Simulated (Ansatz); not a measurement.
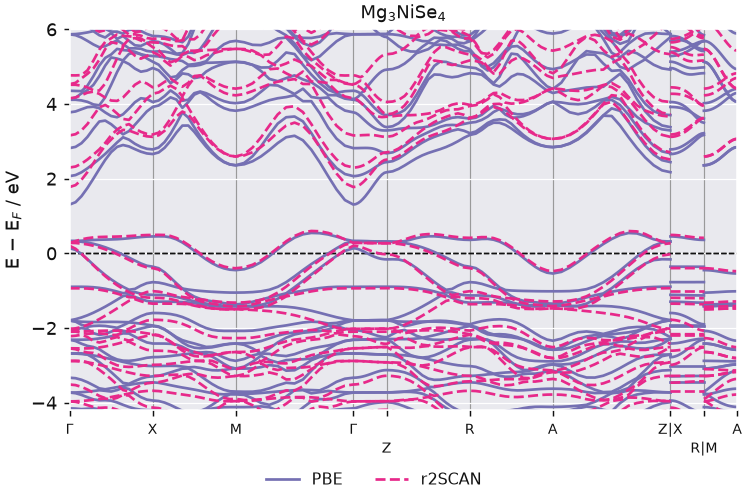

Band structures of Mg3NiSe4, space group P-4m2 (No. 115), 8 atoms in the cell, by two methods on the same cell. Each is counted from its own Fermi level.

Q: How do the methods compare?

A: Both give a metal. The 4 bands that come within 1 eV of the Fermi level differ by 0.09 eV on average and by 0.27 eV at most (at A).

Settings. PBE: DFT PBE, scalar-relativistic, plane waves, PAW, no spin polarisation, 10×10×4 k mesh, 420 eV cutoff, Gaussian smearing of 0.1 eV (Ansatz 0.2.0). r2SCAN: DFT r2SCAN, scalar-relativistic, plane waves, PAW, no spin polarisation, 10×10×4 k mesh, 500 eV cutoff (Ansatz).

The run has no spin polarisation, so a magnetic state may lie lower. The structure is an invented one, so it need not be a known or stable phase.
